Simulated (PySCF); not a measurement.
# C₈H₉P₂ (charge −1): what the fields show

```yaml
atoms:
  - { symbol: C, position_ang: [3.3061, -0.9697, 0.7915] }
  - { symbol: C, position_ang: [2.4848, -1.1090, -0.2690] }
  - { symbol: C, position_ang: [1.0363, -0.9904, -0.3208] }
  - { symbol: P, position_ang: [0.0220, -0.6200, 1.0555] }
  - { symbol: C, position_ang: [-1.4990, -0.6782, 0.1522] }
  - { symbol: C, position_ang: [-2.7894, -0.4356, 0.7843] }
  - { symbol: C, position_ang: [-3.0522, -0.0712, 2.0549] }
  - { symbol: C, position_ang: [-1.4010, -0.9763, -1.2255] }
  - { symbol: C, position_ang: [-2.5948, -1.0655, -2.1394] }
  - { symbol: P, position_ang: [0.2059, -1.2402, -1.8557] }
  - { symbol: H, position_ang: [2.9171, -0.7349, 1.7877] }
  - { symbol: H, position_ang: [4.3883, -1.0884, 0.6858] }
  - { symbol: H, position_ang: [2.9577, -1.3458, -1.2347] }
  - { symbol: H, position_ang: [-3.6595, -0.5703, 0.1269] }
  - { symbol: H, position_ang: [-2.2481, 0.0913, 2.7795] }
  - { symbol: H, position_ang: [-4.0809, 0.0701, 2.3993] }
  - { symbol: H, position_ang: [-2.2817, -1.3145, -3.1657] }
  - { symbol: H, position_ang: [-3.1586, -0.1162, -2.1916] }
  - { symbol: H, position_ang: [-3.3128, -1.8434, -1.8208] }
```

Geometry: PBE0-D3(BJ)/def2-SVP.

Method: CAM-B3LYP/def2-SVPD, SCF density, gas phase (PySCF 2.14.0).

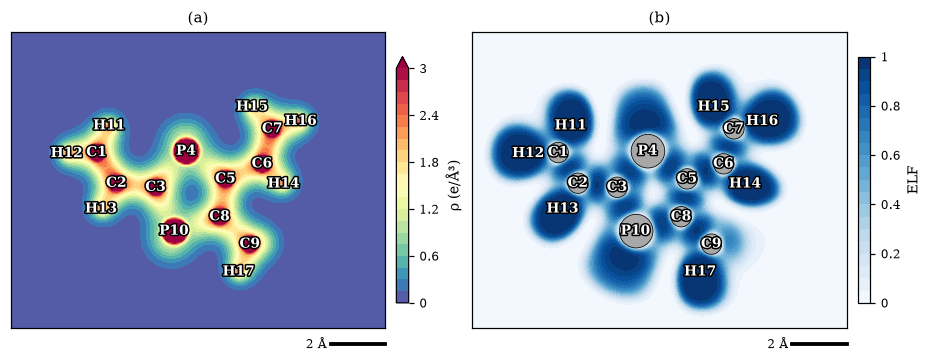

Figure 1. (a) electron density; (b) electron localisation function on the plane of atoms C8, C9 and H17. Grey discs cover the atomic cores in the ELF map.

**What does the map show?**

Atoms in the plane: C, P and H. C–C (1.35 Å): ρ at the midpoint is about 2.2 e/Å³; the ELF peaks at about 0.95 between the atoms; a covalent bond. C–P (1.75 Å): the density is about 1.3 e/Å³ at the midpoint; the ELF peaks at about 0.95 between the atoms: localised, covalent bonding. C–H (1.09 Å): ρ at the midpoint is about 1.9 e/Å³; the ELF climbs to about 1 towards the hydrogen, as it does in any bond to H: an ordinary covalent bond to hydrogen. C–C (1.41 Å): the density is about 2 e/Å³ at the midpoint; the ELF peaks at about 0.95 between the atoms, as expected for a covalent bond. C–C (1.45 Å): ρ at the midpoint is about 1.9 e/Å³; the ELF peaks at about 0.95 between the atoms: a covalent bond. The ELF also peaks beside P10 and P4, away from the bonds: lone-pair regions.

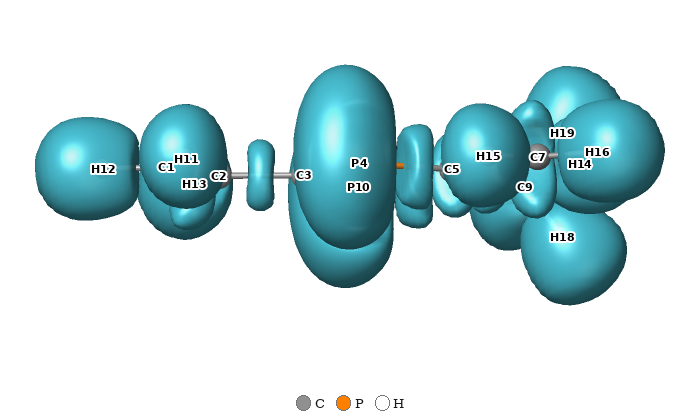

Figure 2. Isosurface of the ELF at 0.8 (cyan), seen from one side. Only the valence region is drawn (cores and ρ < 0.01 e/Å³ removed).

**Describe the localisation domains.**

The ELF exceeds this value in six regions between bonded C–C atoms (shared pairs), four regions between bonded C–P atoms (shared pairs), nine regions around hydrogen nuclei and two lobes on P, pointing away from the bonds (lone pairs).

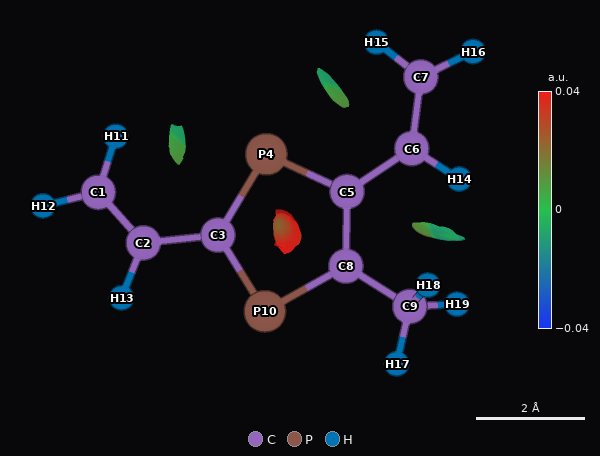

Figure 3. Non-covalent interaction (NCI) plot: the surface where the reduced density gradient is 0.5, for densities under 0.05 a.u., coloured by sign(λ₂)ρ; seen at a tilt.

**What holds or crowds the atoms apart from the covalent bonds?**

Between H14 and C6 on one side and C9 and C8 on the other: a weak contact, attractive (blue-green) on one side and crowded (olive to red) on the other; between H15 and C7 on one side and P4 and C5 on the other: a weak contact, attractive (blue-green) on one side and crowded (olive to red) on the other; between H11 and C1 on one side and P4 and C3 on the other: a weak contact, attractive (blue-green) on one side and crowded (olive to red) on the other; inside the ring or cage of C3, P4, C5, C8 and P10: steric crowding (red).
